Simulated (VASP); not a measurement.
Band structure of BaCd3O4 (ordered alloy cell). Calculation: PBE GGA, VASP's PBE PAW potentials (set 64) (plane waves; VASP).

Unless said otherwise, spin-orbit coupling is left out, though it shifts the bands of the heavy elements here.

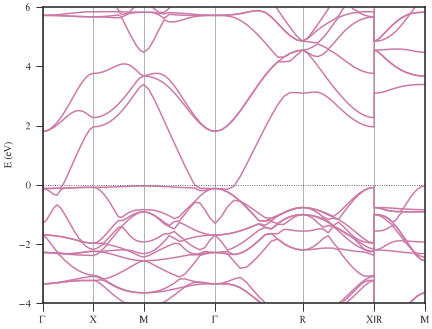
Bands along high-symmetry lines, zero at the valence-band maximum or, without a gap, the Fermi level

### Question
Read the plot: is there a gap, and where are the band edges?

### Answer
It has no gap at this level: it comes out as a metal or semimetal. (Edges off the drawn lines would not show.)

The structure was generated: BaCd3O4 was put into an ordered model structure (Pm-3m), which need not be its known phase. It was relaxed first, which changed the volume by +9 %.
